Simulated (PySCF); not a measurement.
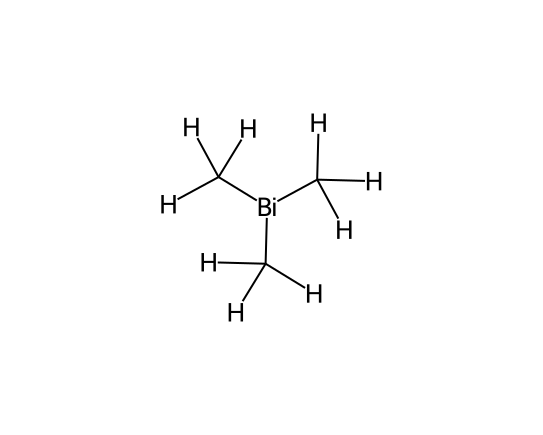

Source: calculation with PySCF.

A structural formula.

### Write the SMILES.

[CH3][Bi]([CH3])[CH3]

### Give the formula, hydrogens included.

C3H9Bi.
